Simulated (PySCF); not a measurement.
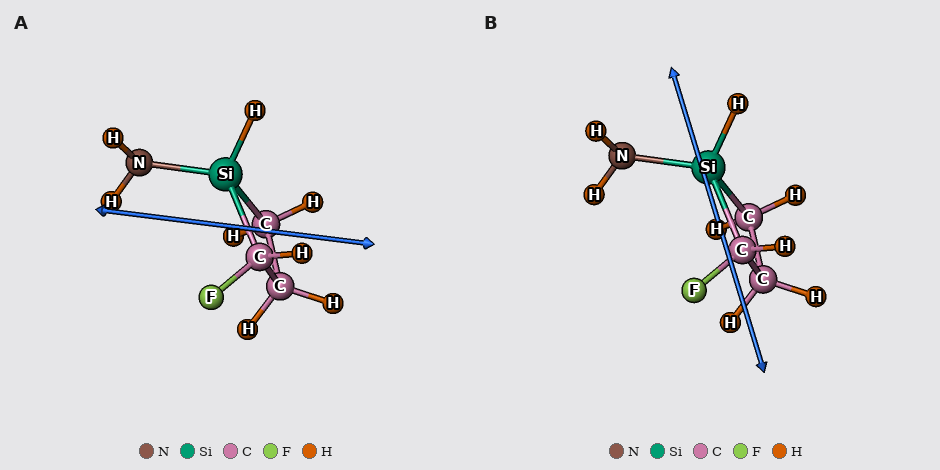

The double arrows show the directions of two transition dipoles from the ground state (lengths mean nothing). The computed structure is the end point of a GFN2-xTB optimisation. No frequency run is at hand to confirm it as a minimum. Properties computed with TDDFT PBE0/def2-SVPD, vertical, gas phase, core orbitals frozen in the response (PySCF 2.14.0).

**One belongs to singlet state 3 and one to singlet state 5. Which is which?**

A: state 3, 6.93 eV (179 nm), oscillator strength 0.017, mainly HOMO → LUMO+2 (weight 0.87).
B: state 5, 7.06 eV (176 nm), oscillator strength 0.035, mainly HOMO → LUMO+3 (weight 0.65).

The geometry is semi-empirical. Around Si such bond lengths and angles can be off by a tenth of an ångström or more and by several degrees, and values that hang on the shape move with them.
